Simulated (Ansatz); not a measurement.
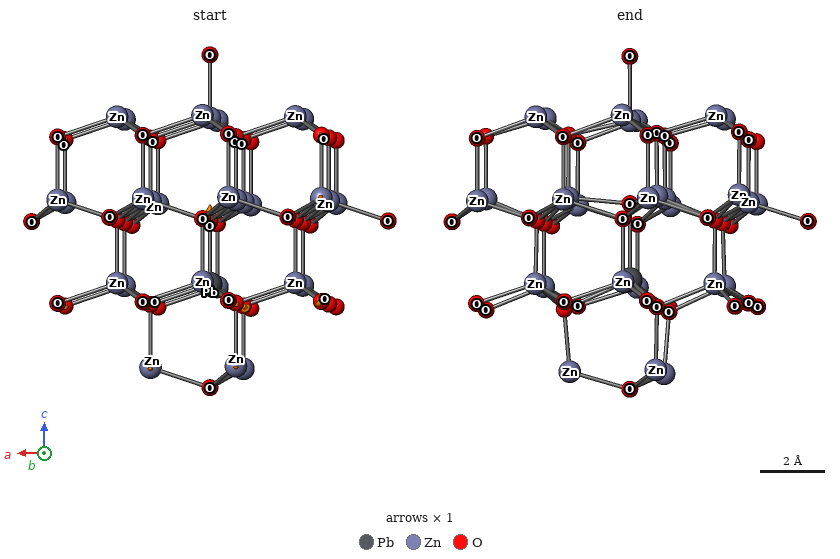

The structure of a defect cell of composition Zn23PbO24 before (left) and after (right) a relaxation, at one scale. The orange arrows give the displacements, at their true length.

The picture is a ball-and-stick view of the atoms within 5.8 Å of the atom that moves most (axes of the cell of the calculation (origin shifted)), seen from a free direction.

Level of theory: Ansatz 0.2.0, DFT, PBE, plane-wave PAW, default files, scalar-relativistic. Set-up: plane-wave cutoff 420 eV; k-point mesh 3 × 2 × 2; occupations fermi dirac; smearing width 0.01 eV; no spin polarisation; atoms relaxed in a fixed cell; force threshold 0.03 eV/Å; at most 40 steps.

What changed between the two?

Answer. The energy falls by 2.590 eV per cell of the calculation in 5 geometry steps. The largest force component goes from 4.2 to 0.028 eV/Å. An O atom moves most: 0.55 Å along +c. By element the largest moves are O 0.55 Å, Pb 0.17 Å, Zn 0.16 Å. The cell stays as it was. Near-neighbour distances that change, for instance: O–Pb 1.980 → 2.392 Å, O–Pb 1.973 → 2.292 Å, O–Pb 1.973 → 2.264 Å, O–Zn 1.980 → 2.024 Å. Bond angles that change, for instance: Pb–O–Zn 108.7° → 93.6°, Pb–O–Zn 110.3° → 96.3°, O–Zn–O 108.7° → 95.1°. The run took 4.8 min on 4 threads of Arm Neoverse V2, with other jobs on the host, peak memory 3.9 GiB.

Limits of the set-up: the periodic images lie only 6.5 Å apart, so the values are limited by the cell's size.
